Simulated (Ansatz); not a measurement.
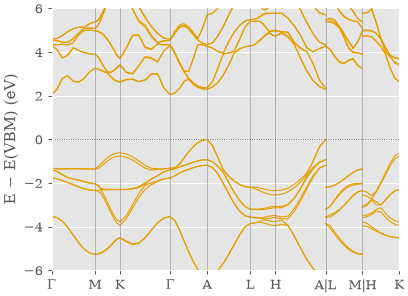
Band structure from the program Ansatz at the r²SCAN with spin–orbit coupling level (PAW)

Q: Read off the gap and where the band edges lie.

A: About 2.1 eV (2.06 eV by a search for the band edges); maximum at A, minimum at Γ.

The material is YHSe in space group P-6m2 (No. 187; Y on 1a, H on 1c, Se on 1f).

The workflow started from a Materials Project entry (that database holds measured and hypothetical structures alike); the Crystallography Open Database copy checked does not list it. Its standing as an ambient phase is unchecked. The cell was relaxed with r²SCAN under the symmetry of its start; whether a distortion lowers the energy is not shown. No spin polarisation was allowed.

Potentials: the later of the program's two PAW sets.
